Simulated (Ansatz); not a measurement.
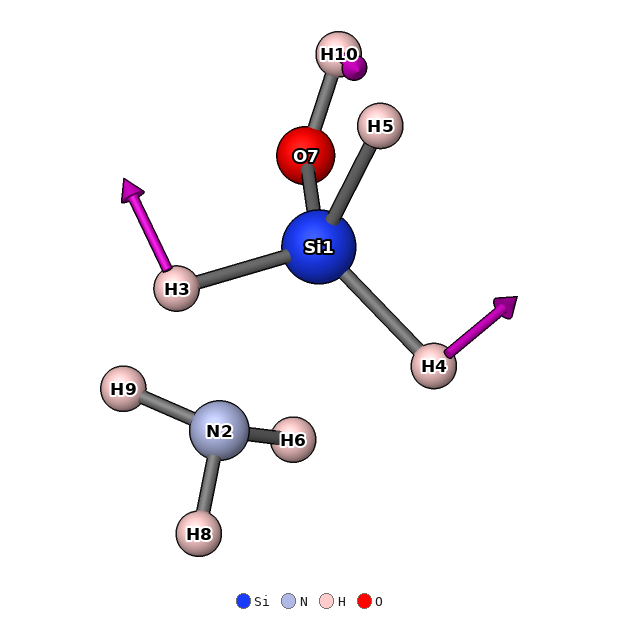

The arrows show one normal mode. Harmonic vibrations computed with RKS PBE0-D4/def2-TZVP (Ansatz 0.2.0) at a stationary point of the same level.

Question: What kind of motion is it?

Answer: Mostly angle bending.

Question: At what wavenumber does it lie?

Answer: 927 cm⁻¹; it is mode 11 of 24 counted from the lowest.
